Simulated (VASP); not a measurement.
Band structure of MgS (relaxed from the zinc blende structure, space group F-43m). Computed with PBEsol GGA, VASP's PBE PAW potentials (set 64) (plane waves; VASP).

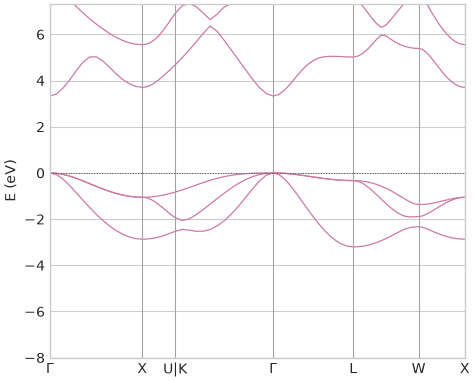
Fig. 1. Bands along high-symmetry lines, zero at the valence-band maximum or, without a gap, the Fermi level

**Question.** Read the plot: is there a gap, and where are the band edges?

**Answer.** The gap is direct, 3.33 eV, from the valence maximum at Γ to the conduction minimum at Γ. (Edges off the drawn lines would not show.)

The structure was generated: MgS was put into the zinc blende type (F-43m), which need not be its known phase. It was relaxed first.
